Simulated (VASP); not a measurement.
# Gap of WS2 (Tungstenite), level by level, part 5 of 6

How does the gap of WS2 (Tungstenite) depend on the functional? The start is a cell from a database of measured crystal structures.

VASP 6.6.1, plane waves and PAW; the level of theory is named at each step.

So far, least gap on mesh and path (eV): step 2 (bands, level LDA, k 5×5×2) 0.913; step 7 (bands, level BLYP, k 5×5×2) 1.01; step 8 (bands, level AM05, k 5×5×2) 0.984; step 10 (bands, level HSE06, k 5×5×2) 1.62; step 11 (bands, level r2SCAN0, k 5×5×2) 2.39.

**12. Bands with B3LYP, k 5×5×2**

This step: B3LYP; plane waves and PAW (W, S) (VASP 6.6.1).

B3LYP, with a fifth of exact exchange, was fitted to molecules.

Input file INCAR:

```
SYSTEM = WS2
PREC = Accurate
ENCUT = 400
EDIFF = 1E-06
NELM = 100
ISMEAR = 0
SIGMA = 0.02
LREAL = .FALSE.
ALGO = Normal
LHFCALC = .TRUE.
AEXX = 0.2
GGA = B3
AGGAX = 0.72
AGGAC = 0.81
ALDAC = 0.19
LASPH = .TRUE.
NBANDS = 24
PRECFOCK = Fast
HFRCUT = -1
LORBIT = 11
LWAVE = .FALSE.
LCHARG = .FALSE.
KPAR = 4
```

Input file POSCAR:

```
WS2
1.0
    3.1532000000      0.0000000000      0.0000000000
   -1.5766000000      2.7307513032      0.0000000000
    0.0000000000      0.0000000000     12.3230000000
W S
2 4
Direct
    0.3333333333      0.6666666667      0.2500000000
    0.6666666667      0.3333333333      0.7500000000
    0.3333333333      0.6666666667      0.6225000000
    0.6666666667      0.3333333333      0.1225000000
    0.3333333333      0.6666666667      0.8775000000
    0.6666666667      0.3333333333      0.3775000000
```

Input file KPOINTS:

```
Automatic mesh
0
Gamma
5 5 2
0 0 0
```

Input file KPOINTS_OPT:

```
Line mode
6
Line-mode
Reciprocal
  0.00000000   0.00000000   0.00000000 GAMMA
  0.50000000   0.00000000   0.00000000 M

  0.50000000   0.00000000   0.00000000 M
  0.33333333   0.33333333   0.00000000 K

  0.33333333   0.33333333   0.00000000 K
  0.00000000   0.00000000   0.00000000 GAMMA

  0.00000000   0.00000000   0.00000000 GAMMA
  0.00000000   0.00000000   0.50000000 A

  0.00000000   0.00000000   0.50000000 A
  0.50000000   0.00000000   0.50000000 L

  0.50000000   0.00000000   0.50000000 L
  0.33333333   0.33333333   0.50000000 H

  0.33333333   0.33333333   0.50000000 H
  0.00000000   0.00000000   0.50000000 A

  0.50000000   0.00000000   0.50000000 L
  0.50000000   0.00000000   0.00000000 M

  0.33333333   0.33333333   0.00000000 K
  0.33333333   0.33333333   0.50000000 H
```

Potentials, in the order of the species: W and S (PBE family, release 64).

Started as:

```
> mpirun -np 8 vasp_std
```

Numbers of over 12 decimals in the logs are rounded to 6 here.

What it wrote:

```text
[banner, memory and clock lines left out]
running    8 mpi-ranks, on    1 nodes
[...]
[... a notice as in an earlier step ...]

 [... a notice as in an earlier step ...]

 LDA part: xc-table for (Slater(with rela. corr.)+VWN3), standard interpolation
 found WAVECAR, reading the header
 POSCAR, INCAR and KPOINTS ok, starting setup
[...]
HFRCUT set to (new)   10.819583
 reading WAVECAR
 the WAVECAR file was read successfully
 initial charge from wavefunction
 entering main loop
       N       E                     dE             d eps       ncg     rms          rms(c)
DAV:   1    -0.533352503366E+02   -0.53335E+02   -0.19835E+00   480   0.152E+01    0.115E+01
DAV:   2    -0.533038085580E+02    0.31442E-01   -0.13418E-01   568   0.243E+00    0.635E+00
DAV:   3    -0.533097811614E+02   -0.59726E-02   -0.52649E-02   632   0.119E+00    0.377E+00
DAV:   4    -0.533079699884E+02    0.18112E-02   -0.59038E-03   592   0.582E-01    0.249E+00
DAV:   5    -0.533081269486E+02   -0.15696E-03   -0.35640E-03   656   0.316E-01    0.161E+00
[...]
DAV:   9    -0.533081294625E+02   -0.71977E-06   -0.80182E-06   608   0.187E-02
   1 F= -.53308129E+02 E0= -.53308129E+02  d E =-.575167E-14
 Start KPOINTS_OPT (optional k-point list driver)
k-point batch [1-10\54]
       N       E                     dE             ncg
DAV:   1     0.213174965730E+04   -0.61147E+04      480
DAV:   2     0.666522712767E+02   -0.20651E+04      584
DAV:   3    -0.182124920212E+03   -0.24878E+03      632
DAV:   4    -0.194694363397E+03   -0.12569E+02      680
[...]
DAV:   8    -0.195074895544E+03   -0.22653E-04      512
DAV:   9    -0.195074896839E+03   -0.12944E-05      416
DAV:  10    -0.195074896955E+03   -0.11661E-06      432
[...]
k-point batch [51-54\54]
       N       E                     dE             ncg
DAV:   1     0.819824523849E+04   -0.45261E+04      192
DAV:   2     0.743534137080E+04   -0.76290E+03      224
DAV:   3     0.734919737089E+04   -0.86144E+02      256
DAV:   4     0.734645943807E+04   -0.27379E+01      256
DAV:   5     0.734640920487E+04   -0.50233E-01      256
DAV:   6     0.734640756846E+04   -0.16364E-02      256
DAV:   7     0.734640750276E+04   -0.65692E-04      232
DAV:   8     0.734640749969E+04   -0.30731E-05      200
DAV:   9     0.734640749955E+04   -0.14418E-06      160
```

Elapsed: 17 min, on 8 MPI ranks of AMD EPYC 7R43, shared host; peak memory 1.4 GiB.

Parts of OUTCAR (step 12):

```text
 POSITION                                       TOTAL-FORCE (eV/Angst)
 -----------------------------------------------------------------------------------
     -0.00000      1.82050      3.08075        -0.000000      0.000000      0.000000
      1.57660      0.91025      9.24225         0.000000     -0.000000      0.000000
     -0.00000      1.82050      7.67107         0.000000      0.000000      0.077653
      1.57660      0.91025      1.50957        -0.000000     -0.000000      0.077653
     -0.00000      1.82050     10.81343         0.000000      0.000000     -0.077653
      1.57660      0.91025      4.65193        -0.000000     -0.000000     -0.077653
 -----------------------------------------------------------------------------------
    total drift:                               -0.000008      0.000017     -0.000107

  FREE ENERGIE OF THE ION-ELECTRON SYSTEM (eV)
  ---------------------------------------------------
  free  energy   TOTEN  =       -53.3081294625 eV

  energy  without entropy=      -53.3081294625  energy(sigma->0) =      -53.30812946

[... 2 parts as in an earlier step ...]

[... 1 further part left out ...]
[key lines of the parts left out:]
E-fermi :   6.1179
```

The electronic bands at the labelled points (eV, zero at the valence-band top; v1 is the highest filled band, c1 the lowest empty one):

```
    point     v4     v3     v2     v1    c1    c2    c3    c4
        Γ  -2.39  -1.71  -1.30   0.00  3.46  3.49  3.52  3.52
        M  -2.14  -1.92  -1.78  -1.60  3.36  3.41  3.73  4.02
        K  -3.28  -3.28  -0.67  -0.46  2.20  2.20  3.21  4.53
        Γ  -2.39  -1.71  -1.30   0.00  3.46  3.48  3.51  3.52
        A  -2.42  -2.42  -0.35  -0.35  3.49  3.49  3.49  3.55
        L  -2.03  -2.03  -1.68  -1.68  3.38  3.38  3.90  3.90
        H  -3.48  -3.48  -0.57  -0.57  2.20  2.20  3.78  3.78
        A  -2.42  -2.42  -0.35  -0.35  3.49  3.49  3.51  3.56
jump to L  -2.03  -2.03  -1.68  -1.68  3.38  3.38  3.90  3.90
        M  -2.14  -1.92  -1.78  -1.60  3.36  3.41  3.73  4.02
jump to K  -3.28  -3.28  -0.67  -0.46  2.20  2.20  3.21  4.53
        H  -3.48  -3.48  -0.57  -0.57  2.20  2.20  3.78  3.78
```

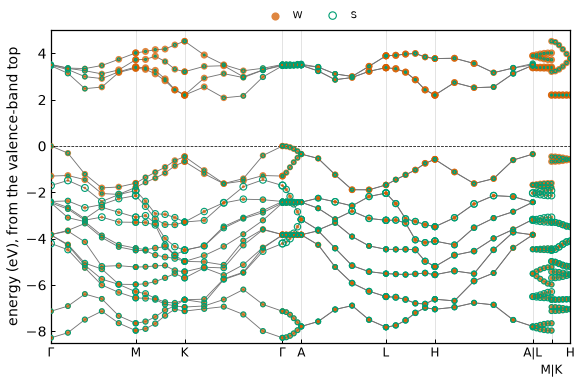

Electronic bands along the path; dots are coloured as in the legend, and their area grows with the weight.

The gap is 2.08 eV, indirect, from Γ to a point between the labelled ones. Against LDA that is +1.17 eV; this run took 23 times the core time, on fewer points of the path.

**13. Bands with PBE + SOC**

This step: PBE, spin-orbit coupling; plane waves and PAW (W, S) (VASP 6.6.1).

Spin-orbit coupling needs spinors and the noncollinear program, where each band holds one electron.

Input file INCAR:

```
SYSTEM = WS2
PREC = Accurate
ENCUT = 400
EDIFF = 1E-06
NELM = 100
ISMEAR = 0
SIGMA = 0.02
LREAL = .FALSE.
ALGO = Normal
GGA = PE
LNONCOLLINEAR = .TRUE.
MAGMOM = 0 0 0 0 0 0 0 0 0 0 0 0 0 0 0 0 0 0
NBANDS = 48
GGA_COMPAT = .FALSE.
LASPH = .TRUE.
LSORBIT = .TRUE.
LMAXMIX = 4
LORBIT = 11
LWAVE = .FALSE.
LCHARG = .FALSE.
KPAR = 8
```

POSCAR is that of step 12.

Input file KPOINTS:

```
Automatic mesh
0
Gamma
6 6 2
0 0 0
```

KPOINTS_OPT: that of step 12 with these lines changed.

```diff
@@ -1,3 +1,3 @@
 Line mode
-6
+16
 Line-mode
```

Started as:

```
> mpirun -np 8 vasp_ncl
```

What it wrote:

```text
[banner, memory and clock lines left out]
running    8 mpi-ranks, on    1 nodes
[...]
[... a notice as in an earlier step ...]

 LDA part: xc-table for (Slater+PW92), standard interpolation
 POSCAR, INCAR and KPOINTS ok, starting setup
[...]
entering main loop
       N       E                     dE             d eps       ncg     rms          rms(c)
DAV:   1     0.162788336278E+03    0.16279E+03   -0.13848E+04  1344   0.108E+03
DAV:   2    -0.355046117387E+02   -0.19829E+03   -0.18976E+03  1760   0.260E+02
DAV:   3    -0.499667421605E+02   -0.14462E+02   -0.14302E+02  1712   0.703E+01
DAV:   4    -0.503985213855E+02   -0.43178E+00   -0.42924E+00  1912   0.128E+01
[...]
DAV:  13    -0.476427253855E+02   -0.23179E-04   -0.73949E-05  1712   0.560E-02    0.787E-02
DAV:  14    -0.476427303740E+02   -0.49885E-05   -0.86667E-06  1816   0.152E-02    0.515E-02
DAV:  15    -0.476427310373E+02   -0.66328E-06   -0.47951E-06  1600   0.109E-02
   1 F= -.47642731E+02 E0= -.47642731E+02  d E =-.280995E-17  mag=    -0.0000     0.0000     0.0000
 Start KPOINTS_OPT (optional k-point list driver)
k-point batch [1-14\144]
       N       E                     dE             ncg
DAV:   1     0.333696443279E+04   -0.26298E+04     1344
DAV:   2     0.481887387406E+03   -0.28551E+04     1744
DAV:   3     0.256429452285E+03   -0.22546E+03     1728
DAV:   4     0.248048388281E+03   -0.83811E+01     1992
DAV:   5     0.247852510944E+03   -0.19588E+00     1792
DAV:   6     0.247846716452E+03   -0.57945E-02     2040
DAV:   7     0.247846509333E+03   -0.20712E-03     1808
DAV:   8     0.247846501685E+03   -0.76479E-05     1704
DAV:   9     0.247846501315E+03   -0.37067E-06     1272
[...]
k-point batch [141-144\144]
       N       E                     dE             ncg
DAV:   1     0.140023897131E+05   -0.44872E+04      384
DAV:   2     0.132718880839E+05   -0.73050E+03      496
DAV:   3     0.132209329500E+05   -0.50955E+02      504
DAV:   4     0.132198738278E+05   -0.10591E+01      480
DAV:   5     0.132198393899E+05   -0.34438E-01      488
DAV:   6     0.132198381674E+05   -0.12226E-02      496
DAV:   7     0.132198381351E+05   -0.32253E-04      488
DAV:   8     0.132198381334E+05   -0.17112E-05      424
DAV:   9     0.132198381333E+05   -0.86957E-07      344
```

Wall time 4.1 min (8 MPI ranks); peak memory 3.3 GiB; 32 min of CPU time.

From OUTCAR (step 13):

```text
  Total        2.3879259      2.3879259      2.4827667      0.0000000      0.0000000      0.0000000
  in kB       36.0563121     36.0563121     37.4883548      0.0000000      0.0000000      0.0000000
  external PRESSURE =      36.5336597 kB  Pullay stress =       0.0000000 kB

 POSITION                                       TOTAL-FORCE (eV/Angst)
 -----------------------------------------------------------------------------------
     -0.00000      1.82050      3.08075         0.000000     -0.000000      0.000000
      1.57660      0.91025      9.24225         0.000000     -0.000000      0.000000
     -0.00000      1.82050      7.67107        -0.000000      0.000000     -0.061402
      1.57660      0.91025      1.50957         0.000000     -0.000000     -0.061402
     -0.00000      1.82050     10.81343        -0.000000      0.000000      0.061402
      1.57660      0.91025      4.65193         0.000000     -0.000000      0.061402
 -----------------------------------------------------------------------------------
    total drift:                               -0.000000      0.000000     -0.000000

  FREE ENERGIE OF THE ION-ELECTRON SYSTEM (eV)
  ---------------------------------------------------
  free  energy   TOTEN  =       -47.6427310373 eV

  energy  without entropy=      -47.6427310373  energy(sigma->0) =      -47.64273104

 magnetization (x)
# of ion       s       p       d       tot
------------------------------------------
    1        0.000  -0.000   0.000  -0.000
    2        0.000  -0.000   0.000   0.000
    3        0.000  -0.000   0.000  -0.000
    4        0.000  -0.000   0.000  -0.000
    5       -0.000  -0.000   0.000  -0.000
    6        0.000  -0.000   0.000  -0.000
--------------------------------------------------
tot          0.000  -0.000   0.000  -0.000

 magnetization (y)
# of ion       s       p       d       tot
------------------------------------------
    1        0.000  -0.000   0.000   0.000
    2       -0.000  -0.000  -0.000  -0.000
    3        0.000   0.000   0.000   0.000
    4        0.000   0.000   0.000   0.000
    5        0.000   0.000   0.000   0.000
    6        0.000   0.000   0.000   0.000
--------------------------------------------------
tot          0.000  -0.000  -0.000   0.000

 magnetization (z)
# of ion       s       p       d       tot
------------------------------------------
    1        0.000   0.000   0.000   0.000
    2        0.000   0.000   0.000   0.000
    3        0.000   0.000   0.000   0.000
    4        0.000   0.000   0.000   0.000
    5        0.000   0.000   0.000   0.000
    6        0.000   0.000   0.000   0.000
--------------------------------------------------
tot          0.000   0.000   0.000   0.000

[... 1 part as in an earlier step ...]

[... 2 further parts left out ...]
[key lines of the parts left out:]
E-fermi :   6.5113
```

The electronic bands at the labelled points (eV, zero at the valence-band top; v1 is the highest filled band, c1 the lowest empty one):

```
    point     v4     v3     v2     v1    c1    c2    c3    c4
        Γ  -1.18  -1.18   0.00   0.00  2.22  2.22  2.24  2.24
        M  -1.57  -1.57  -1.49  -1.49  2.20  2.20  2.24  2.24
        K  -0.86  -0.86  -0.39  -0.39  1.25  1.25  1.30  1.30
        Γ  -1.18  -1.18   0.00   0.00  2.22  2.22  2.24  2.24
        A  -0.31  -0.31  -0.31  -0.31  2.25  2.25  2.25  2.26
        L  -1.54  -1.54  -1.54  -1.54  2.22  2.22  2.22  2.22
        H  -0.84  -0.84  -0.43  -0.43  1.26  1.26  1.29  1.29
        A  -0.31  -0.31  -0.31  -0.31  2.25  2.25  2.25  2.27
jump to L  -1.54  -1.54  -1.54  -1.54  2.22  2.22  2.22  2.22
        M  -1.57  -1.57  -1.49  -1.49  2.20  2.20  2.24  2.24
jump to K  -0.86  -0.86  -0.39  -0.39  1.25  1.25  1.30  1.30
        H  -0.84  -0.84  -0.43  -0.43  1.26  1.26  1.29  1.29
```

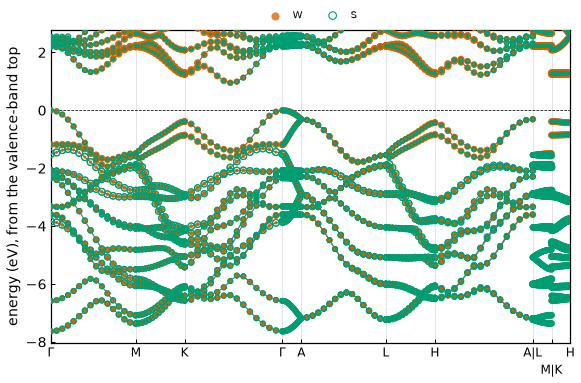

Electronic bands along the path; dots are coloured as in the legend, and their area grows with the weight.

The gap is 0.95 eV, indirect, from Γ to a point between the labelled ones. Against PBE that is -0.05 eV, on another mesh; this run took 4.9 times the core time.

**14. Bands with TB-mBJ + SOC**

This step: TB-mBJ, spin-orbit coupling; plane waves and PAW (W, S) (VASP 6.6.1).

INCAR: that of step 13 with these lines changed.

```diff
@@ -4,3 +4,3 @@
 EDIFF = 1E-06
-NELM = 100
+NELM = 150
 ISMEAR = 0
@@ -9,3 +9,4 @@
 ALGO = Normal
-GGA = PE
+METAGGA = MBJ
+LASPH = .TRUE.
 LNONCOLLINEAR = .TRUE.
@@ -14,3 +15,2 @@
 GGA_COMPAT = .FALSE.
-LASPH = .TRUE.
 LSORBIT = .TRUE.
```

POSCAR is that of step 13.

KPOINTS is that of step 13.

KPOINTS_OPT is that of step 13.

Started as:

```
> mpirun -np 8 vasp_ncl
```

What it wrote:

```text
[banner, memory and clock lines left out]
running    8 mpi-ranks, on    1 nodes
[...]
[... a notice as in an earlier step ...]

 [... a notice as in an earlier step ...]

 LDA part: xc-table for (None), standard interpolation
 POSCAR, INCAR and KPOINTS ok, starting setup
[...]
entering main loop
       N       E                     dE             d eps       ncg     rms          rms(c)
DAV:   1     0.197948108496E+04    0.19795E+04   -0.13808E+04  1344   0.108E+03
DAV:   2     0.178105440293E+04   -0.19843E+03   -0.18986E+03  1752   0.261E+02
DAV:   3     0.176653597328E+04   -0.14518E+02   -0.14368E+02  1704   0.706E+01
DAV:   4     0.176615591223E+04   -0.38006E+00   -0.37817E+00  1912   0.116E+01
[...]
DAV:  43     0.177948162513E+04    0.32850E-05   -0.85281E-10   768   0.182E-04    0.130E-04
DAV:  44     0.177948162691E+04    0.17800E-05   -0.53908E-10   768   0.146E-04    0.177E-04
DAV:  45     0.177948162756E+04    0.64772E-06   -0.17590E-10   760   0.874E-05
   1 F= 0.17794816E+04 E0= 0.17794816E+04  d E =-.412528E-18  mag=    -0.0000    -0.0000    -0.0000
 Start KPOINTS_OPT (optional k-point list driver)
k-point batch [1-14\144]
       N       E                     dE             ncg
DAV:   1     0.336150379979E+04   -0.26053E+04     1344
DAV:   2     0.428888415079E+03   -0.29326E+04     1760
DAV:   3     0.216941295295E+03   -0.21195E+03     1712
DAV:   4     0.209797375276E+03   -0.71439E+01     1960
DAV:   5     0.209578566007E+03   -0.21881E+00     1760
DAV:   6     0.209572881715E+03   -0.56843E-02     2032
DAV:   7     0.209572757302E+03   -0.12441E-03     1704
DAV:   8     0.209572753424E+03   -0.38783E-05     1648
DAV:   9     0.209572753262E+03   -0.16175E-06     1208
[...]
k-point batch [141-144\144]
       N       E                     dE             ncg
DAV:   1     0.140058273740E+05   -0.44837E+04      384
DAV:   2     0.132580366676E+05   -0.74779E+03      496
DAV:   3     0.132097167779E+05   -0.48320E+02      504
DAV:   4     0.132088333149E+05   -0.88346E+00      480
DAV:   5     0.132088049186E+05   -0.28396E-01      488
DAV:   6     0.132088038547E+05   -0.10639E-02      496
DAV:   7     0.132088038213E+05   -0.33373E-04      480
DAV:   8     0.132088038193E+05   -0.20258E-05      432
DAV:   9     0.132088038192E+05   -0.93718E-07      336
```

Run time: 7 min. Hardware: 8 MPI ranks; peak memory 4 GiB; 56 min of CPU time.

(Continued in part 6 of 6.)

[Lines on the potential files, build, host, timing and source positions are cut from VASP's logs without a mark.]

[Logs are printed without paths, hosts, clocks, repeated set-up lines and the standing remarks that a program may print on its own settings, such as how far it seeks lower states.]

[Hosts, paths, dates, database ids (printed as entryN), source tags and the programs' standing remarks are cut or masked in the printed files.]

[A measured line is paired with the nearest computed mode of its activity, which favours agreement.]
